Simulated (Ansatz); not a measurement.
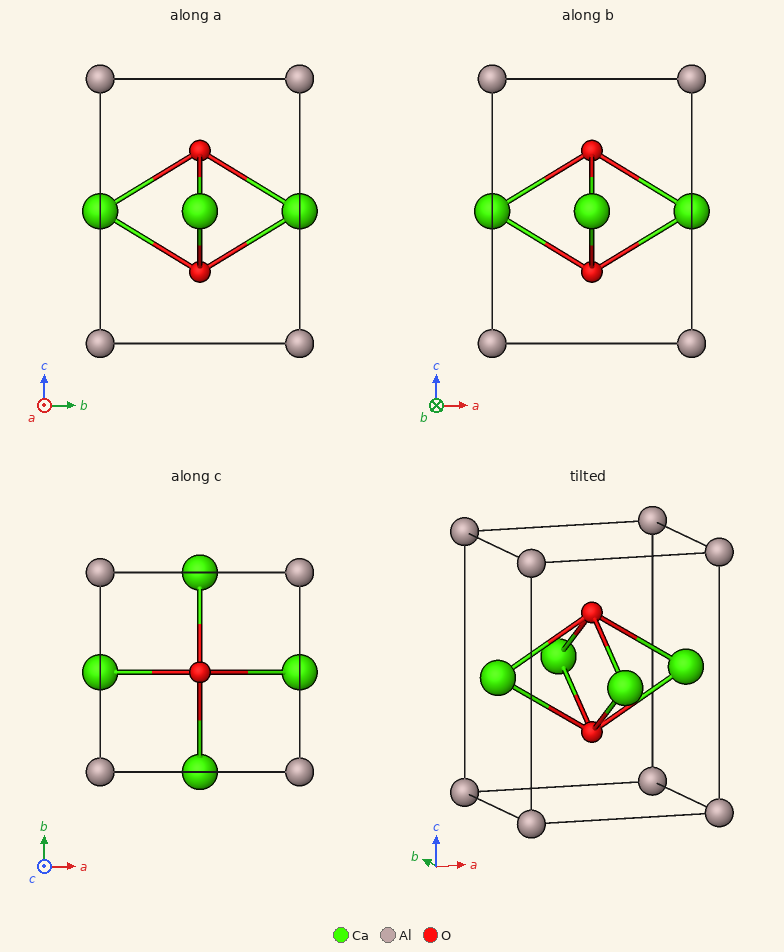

Structure drawing (ball-and-stick), viewed along the a axis, along the b axis, along the c axis and slightly off an axis. The edges of the conventional unit cell are marked.

Lattice parameters: a = 4.110 Å, b = 4.110 Å, c = 5.452 Å, α = 90.00°, β = 90.00°, γ = 90.00°.

Put the structure into a table of Wyckoff sites, with free fractional coordinates to two decimals.

Space group P4/mmm (No. 123).
| atom | site | x | y | z |
| --- | --- | --- | --- | --- |
| Ca | 2e | 0.00 | 0.50 | 0.50 |
| Al | 1a | 0.00 | 0.00 | 0.00 |
| O | 2h | 0.50 | 0.50 | 0.27 |

The cell started as a structure type filled with these elements by a generator (whether the compound takes this form wasn't checked). This is the structure after a relaxation with DFT PBE, scalar-relativistic, plane waves, PAW (Ansatz 0.2.0).
